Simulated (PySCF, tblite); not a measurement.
# BH5O5Si3, a fragment of a glass network (fused 3-rings): NMR shifts, core binding energies and electronic excitations, part 2 of 2

tblite 0.8.0 and PySCF 2.14.0. Atoms count from 0, parts from 1.

## 5. X-ray photoelectron lines: SCAN, X2C

What the job is given:

```
{"job": {"kind": "xps", "holes": 5}, "charge": 0, "multiplicity": 1}
O     -1.552057    -1.124241     0.180322
Si    -0.611348    -2.061915    -0.856484
O      0.841597    -1.241078    -1.056598
Si     1.425728    -0.171221     0.071220
O      0.378768    -0.406870     1.360087
B     -0.897185    -0.136454     0.862283
O     -1.310503     1.166213     0.808414
Si    -0.154884     2.286854     0.311499
O      1.111901     1.403351    -0.353084
H     -1.302946    -2.150694    -2.163156
H     -0.359217    -3.398036    -0.260578
H      2.842537    -0.399247     0.379984
H      0.333384     3.076189     1.470052
H     -0.752293     3.142541    -0.739565
```

Method: delta-SCF UKS SCAN, pcX-2 on the ionised atom, pcseg-1 elsewhere, spin-free X2C.

Log:

```text
ground state, core basis on atom 3 (Si), 205 functions
  cycle   1  E = -1274.29993147  |g| = 1.41e+00
  cycle   2  E = -1273.53537716  |g| = 2.44e+00
  cycle   3  E = -1274.65860095  |g| = 1.52e-01
  cycle   4  E = -1274.66043243  |g| = 1.29e-01
  cycle   5  E = -1274.66352022  |g| = 1.60e-02
  cycle   6  E = -1274.66358508  |g| = 4.23e-03
  cycle   7  E = -1274.66359151  |g| = 9.66e-04
  cycle   8  E = -1274.66359076  |g| = 4.87e-04
  E(ground) = -1274.73981120 Eh
hole in Si 2p of atom 3
  cycle   1  E = -1270.32425212  |g| = 1.25e+00
  cycle   2  E = -1270.04644982  |g| = 1.28e+00
  cycle   3  E = -1270.56662556  |g| = 4.03e-01
  cycle   4  E = -1270.63351607  |g| = 1.33e-01
  cycle   5  E = -1270.63892661  |g| = 4.99e-02
  cycle   6  E = -1270.63986042  |g| = 2.23e-02
  cycle   7  E = -1270.64002489  |g| = 8.79e-03
  cycle   8  E = -1270.64005538  |g| = 1.06e-03
  cycle   9  E = -1270.64005579  |g| = 7.13e-04
  cycle  10  E = -1270.64005492  |g| = 2.38e-04
  E(ion) = -1270.72621267 Eh   <S^2> = 0.7512   hole on atom = 1.003   binding energy = 109.216 eV
  2p3/2 = 108.965 eV   2p1/2 = 109.591 eV
ground state, core basis on atom 4 (O), 194 functions
  cycle   1  E = -1274.57780877  |g| = 1.09e-01
  cycle   2  E = -1274.57606041  |g| = 1.18e-01
  cycle   3  E = -1274.57793882  |g| = 5.64e-02
  cycle   4  E = -1274.57848224  |g| = 7.63e-03
  cycle   5  E = -1274.57849600  |g| = 1.70e-03
  cycle   6  E = -1274.57849432  |g| = 4.35e-04
  E(ground) = -1274.69365124 Eh
hole in O 1s of atom 4
  cycle   1  E = -1253.96257181  |g| = 2.23e+00
  cycle   2  E = -1253.39826150  |g| = 2.28e+00
  cycle   3  E = -1254.67612688  |g| = 5.71e-01
  cycle   4  E = -1254.72062951  |g| = 4.30e-01
  cycle   5  E = -1254.78965715  |g| = 4.61e-02
  cycle   6  E = -1254.79034157  |g| = 1.08e-02
  cycle   7  E = -1254.79037206  |g| = 7.88e-03
  cycle   8  E = -1254.79039217  |g| = 2.68e-03
  cycle   9  E = -1254.79039426  |g| = 6.53e-04
  cycle  10  E = -1254.79039454  |g| = 4.92e-04
  E(ion) = -1254.90659066 Eh   <S^2> = 0.7613   hole on atom = 1.000   binding energy = 538.433 eV
ground state, core basis on atom 6 (O), 194 functions
  cycle   1  E = -1274.57705867  |g| = 1.49e-01
  cycle   2  E = -1274.56962920  |g| = 2.33e-01
  cycle   3  E = -1274.57935514  |g| = 3.68e-02
  cycle   4  E = -1274.57955692  |g| = 1.63e-02
  cycle   5  E = -1274.57960603  |g| = 2.45e-03
  cycle   6  E = -1274.57960626  |g| = 7.91e-04
  cycle   7  E = -1274.57960376  |g| = 1.88e-04
  E(ground) = -1274.69429089 Eh
hole in O 1s of atom 6
  cycle   1  E = -1253.96274496  |g| = 2.23e+00
  cycle   2  E = -1253.45574107  |g| = 2.23e+00
  cycle   3  E = -1254.70269853  |g| = 5.05e-01
  cycle   4  E = -1254.73150355  |g| = 3.92e-01
  cycle   5  E = -1254.78845244  |g| = 6.09e-02
  cycle   6  E = -1254.78911046  |g| = 4.35e-02
  cycle   7  E = -1254.78982763  |g| = 5.88e-03
  cycle   8  E = -1254.78984087  |g| = 2.50e-03
  cycle   9  E = -1254.78984453  |g| = 1.55e-03
  cycle  10  E = -1254.78984470  |g| = 4.83e-04
  E(ion) = -1254.90503278 Eh   <S^2> = 0.7614   hole on atom = 1.000   binding energy = 538.493 eV
ground state, core basis on atom 7 (Si), 205 functions
  cycle   1  E = -1274.65174120  |g| = 3.08e-01
  cycle   2  E = -1274.64699103  |g| = 1.98e-01
  cycle   3  E = -1274.64783638  |g| = 1.81e-01
  cycle   4  E = -1274.65391367  |g| = 2.35e-02
  cycle   5  E = -1274.65399864  |g| = 6.85e-03
  cycle   6  E = -1274.65400824  |g| = 1.23e-03
  cycle   7  E = -1274.65400976  |g| = 6.03e-04
  cycle   8  E = -1274.65400848  |g| = 2.01e-04
  E(ground) = -1274.73050289 Eh
hole in Si 2p of atom 7
  cycle   1  E = -1270.33462012  |g| = 1.24e+00
  cycle   2  E = -1268.63581815  |g| = 1.62e+00
  cycle   3  E = -1270.42898899  |g| = 5.92e-01
  cycle   4  E = -1270.62843367  |g| = 1.90e-01
  cycle   5  E = -1270.64178725  |g| = 1.48e-01
  cycle   6  E = -1270.64988113  |g| = 3.51e-02
  cycle   7  E = -1270.65034484  |g| = 1.53e-02
  cycle   8  E = -1270.65043024  |g| = 4.09e-03
  cycle   9  E = -1270.65043455  |g| = 2.32e-03
  cycle  10  E = -1270.65043776  |g| = 5.52e-04
  cycle  11  E = -1270.65043727  |g| = 1.44e-04
  E(ion) = -1270.73724355 Eh   <S^2> = 0.7519   hole on atom = 1.003   binding energy = 108.662 eV
  2p3/2 = 108.502 eV   2p1/2 = 109.131 eV
ground state, core basis on atom 8 (O), 194 functions
  cycle   1  E = -1274.58160818  |g| = 1.13e-01
  cycle   2  E = -1274.57925786  |g| = 1.35e-01
  cycle   3  E = -1274.58200593  |g| = 5.33e-02
  cycle   4  E = -1274.58248508  |g| = 8.09e-03
  cycle   5  E = -1274.58249844  |g| = 3.00e-03
  cycle   6  E = -1274.58249684  |g| = 4.92e-04
  E(ground) = -1274.69655470 Eh
hole in O 1s of atom 8
  cycle   1  E = -1253.96239441  |g| = 2.23e+00
  cycle   2  E = -1253.42599857  |g| = 2.25e+00
  cycle   3  E = -1254.71554484  |g| = 4.90e-01
  cycle   4  E = -1254.74393550  |g| = 3.71e-01
  cycle   5  E = -1254.79547928  |g| = 6.34e-02
  cycle   6  E = -1254.79647422  |g| = 3.61e-02
  cycle   7  E = -1254.79696233  |g| = 7.12e-03
  cycle   8  E = -1254.79698269  |g| = 2.29e-03
  cycle   9  E = -1254.79698215  |g| = 1.67e-03
  cycle  10  E = -1254.79698194  |g| = 5.26e-04
  cycle  11  E = -1254.79698410  |g| = 9.25e-05
  E(ion) = -1254.91048679 Eh   <S^2> = 0.7623   hole on atom = 1.000   binding energy = 538.406 eV
```

Wall time 45 s (1 thread of Intel Xeon 6975P-C, shared host); peak memory 0.77 GiB.

The holes in one table. −ε is the ground-state orbital energy:

| hole | stands for | environment | ΔSCF (eV; 2p as the shell's mean) | −ε (eV) | ⟨S²⟩ |
| --- | --- | --- | --- | --- | --- |
| Si2p on Si3 | Si3 | silicon bonded to 3 O, H | 109.17 | 98.1 | 0.751 |
| O1s on O4 | O4 | oxygen bonded to B, Si | 538.43 | 517.0 | 0.761 |
| O1s on O6 | O0, O6 | oxygen bonded to B, Si | 538.49 | 517.0 | 0.761 |
| Si2p on Si7 | Si1, Si7 | silicon bonded to 2 O, 2 H | 108.71 | 97.7 | 0.752 |
| O1s on O8 | O2, O8 | oxygen bonded to 2 Si | 538.41 | 517.1 | 0.762 |

Each hole run stands for the others of its class of like atoms.

With the spin-orbit splitting: Si3 2p3/2 108.96, 2p1/2 109.59 eV; Si7 2p3/2 108.50, 2p1/2 109.13 eV. The table gives each 2p level as the mean over the whole 2p shell (two parts 2p3/2, one part 2p1/2), which differs a little from the single hole in the log.

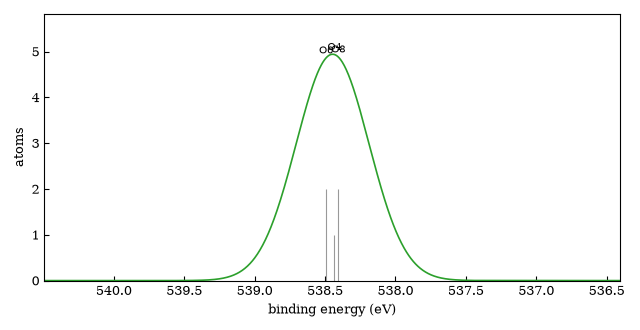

The O1s photoelectron lines, weighted by the number of atoms. Lines are broadened to a width of 0.60 eV (Gaussian).

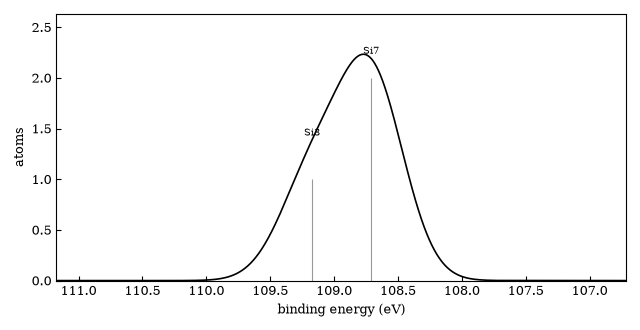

The Si2p photoelectron lines, weighted by the number of atoms. Lines are broadened to a width of 0.60 eV (Gaussian).

## 6. Ultraviolet spectrum: CAM-B3LYP/def2-SVPD

The job, as its differences from that of step 5:

```diff
@@ -1,2 +1,2 @@
-{"job": {"kind": "xps", "holes": 5}, "charge": 0, "multiplicity": 1}
+{"job": {"kind": "uv", "xc": "CAM-B3LYP", "basis": "def2-SVPD", "nstates": 6, "ntriplets": 2, "ip": true}, "charge": 0, "multiplicity": 1}
 O     -1.552057    -1.124241     0.180322
```

Method: TDDFT CAM-B3LYP/def2-SVPD, vertical, gas phase, core orbitals frozen in the response.

Log:

```text
coarse grid: 14488 points
cycle   1  E = -1271.6739552600  dE =  1.761e+00  |g| = 1.405e+00  |ddm| = 6.647e+00
cycle   2  E = -1271.4886854154  dE =  1.853e-01  |g| = 1.759e+00  |ddm| = 6.093e+00
cycle   3  E = -1272.0433336152  dE = -5.546e-01  |g| = 8.289e-02  |ddm| = 2.992e+00
cycle   4  E = -1272.0440094346  dE = -6.758e-04  |g| = 6.724e-02  |ddm| = 2.520e-01
cycle   5  E = -1272.0448159686  dE = -8.065e-04  |g| = 1.092e-02  |ddm| = 1.261e-01
cycle   6  E = -1272.0448404988  dE = -2.453e-05  |g| = 1.562e-03  |ddm| = 3.462e-02
cycle   7  E = -1272.0448412149  dE = -7.161e-07  |g| = 4.019e-04  |ddm| = 6.235e-03
final grid: 129888 points
cycle   8  E = -1272.2459390526  dE = -2.559e-05  |g| = 2.203e-03  |ddm| = 6.944e-02
cycle   9  E = -1272.2459389389  dE =  1.137e-07  |g| = 2.509e-03  |ddm| = 9.478e-03
cycle  10  E = -1272.2459400382  dE = -1.099e-06  |g| = 3.512e-04  |ddm| = 3.933e-03
cycle  11  E = -1272.2459400616  dE = -2.340e-08  |g| = 1.258e-04  |ddm| = 9.388e-04
cycle  12  E = -1272.2459400653  dE = -3.735e-09  |g| = 2.301e-05  |ddm| = 3.593e-04
cycle  13  E = -1272.2459400654  dE = -9.004e-11  |g| = 1.387e-05  |ddm| = 6.501e-05
converged SCF energy = -1272.2459400654

Static polarisability (au): isotropic 86.563, principal 75.002 84.772 99.914

Singlet excitations
state   eV       nm        f      main configurations
  1   7.5133    165.0   0.01748   H->L 0.68
  2   7.8504    157.9   0.00126   H->L+1 0.61, H-1->L+3 0.19
  3   7.9206    156.5   0.00142   H->L+3 0.40, H-1->L+1 0.22, H-1->L 0.18
  4   8.1331    152.4   0.00045   H->L+2 0.21, H->L 0.13, H->L+1 0.10
  5   8.2023    151.2   0.00377   H-1->L 0.40, H->L+7 0.19, H-1->L+1 0.14
  6   8.4798    146.2   0.00667   H->L+2 0.32, H-2->L 0.19, H-3->L 0.18

Triplet excitations (Tamm-Dancoff, eV): 7.2185 7.4760
Vertical ionisation energy (delta-SCF) = 10.8318 eV
```

Run time: 5.1 min. Hardware: 1 thread of Intel Xeon 6975P-C, shared host; peak memory 1.4 GiB.

Frontier orbitals and where they lie:

```csv
orbital,eV,atoms
HOMO−3,-11.32,"O6 22 %, O0 22 %, O8 17 %"
HOMO−2,-11.17,"O4 39 %, O8 14 %, O2 14 %"
HOMO−1,-10.62,"Si1 12 %, Si7 12 %, H9 9 %"
HOMO,-10.06,"O6 17 %, O0 16 %, O4 14 %"
LUMO,0.72,"B5 30 %, O0 9 %, O6 9 %"
LUMO+1,0.99,"Si3 16 %, Si7 15 %, Si1 14 %"
LUMO+2,1.25,"Si7 15 %, Si1 14 %, Si3 10 %"
```

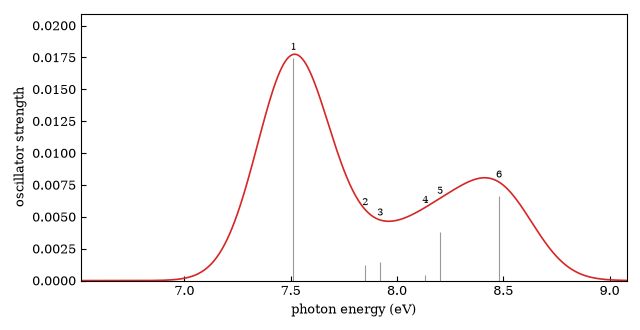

Absorption spectrum from the 6 singlet states computed; above the last one it falls off for lack of states. Lines are broadened to a width of 0.40 eV (Gaussian).

Ground-state properties from the same run:

```
           property  computed
  dipole moment (D)      1.04
polarisability (Å³)     12.83
 HOMO–LUMO gap (eV)     10.79
      −ε(HOMO) (eV)     10.06
```

## 7. What came out

The summary covers parts 1 to 2.

| quantity | value |
| --- | --- |
| point group | Cs |
| rotational constants (main isotopes) | 1.96, 1.02, 0.81 GHz |
| ¹H shifts against TMS (PBE0/pcSseg-1, means over atoms taken as alike) | 5.33, 5.09, 4.83 ppm |
| ¹⁷O shifts against H2O (PBE0/pcSseg-1, means over atoms taken as alike) | 179.9, 146.2, 113.0 ppm |
| ²⁹Si shifts against TMS (PBE0/pcSseg-1, means over atoms taken as alike) | -19.9, -47.8 ppm |
| ¹¹B shifts against BF3·OEt2 (PBE0/pcSseg-1) | 19.4 ppm |
| potential on the surface of density 0.002 e/bohr³, 1st and 99th percentile | -1.16 V and 1.68 V |
| O1s binding energies, SCAN/pcX-2 | O6 538.49, O4 538.43, O8 538.41 eV |
| Si2p binding energies, SCAN/pcX-2 | Si3 109.17, Si7 108.71 eV |
| lowest singlet (CAM-B3LYP/def2-SVPD) | 7.51 eV (165 nm), f = 0.017 |
| lowest triplet | 7.22 eV |
| vertical ionisation energy (ΔSCF) | 10.83 eV |

**Reading.** The start of the PBE0/def2-SVP relaxation was shaken at random by about 0.01 Å, so part of the energy gained, and of the first lengths quoted, undoes that. The optimisation took 8 steps and gained 0.548 eV; among the close pairs (by a distance rule), O0–Si1 changed most, from 1.616 to 1.685 Å (PBE0/def2-SVP). No frequency check was run at this level, so the end point may be a saddle. At PBE0/pcSseg-1: The widest tensor belongs to O0, O6: span 202 ppm, with a paramagnetic part of -211 ppm. At SCAN/pcX-2: The O1s levels kept as sound span 0.09 eV, from O8 (oxygen bonded to 2 Si) up to O6 (oxygen bonded to B, Si). At SCAN/pcX-2: Si3 (silicon bonded to 3 O, H) binds its Si2p electron 0.46 eV more tightly than Si7 (silicon bonded to 2 O, 2 H). The lowest singlet, at 7.51 eV, is HOMO→LUMO 0.68 and is weak. The lowest triplet lies 0.29 eV below the lowest singlet (triplets in Tamm-Dancoff, singlets in full TDDFT). ΔSCF puts the ionisation energy at 10.83 eV, 0.77 eV above −ε(HOMO). A capped cluster stands for the solid here, so long-range fields and strain are missing, and bands or shifts of the capping hydrogens have no counterpart in it.
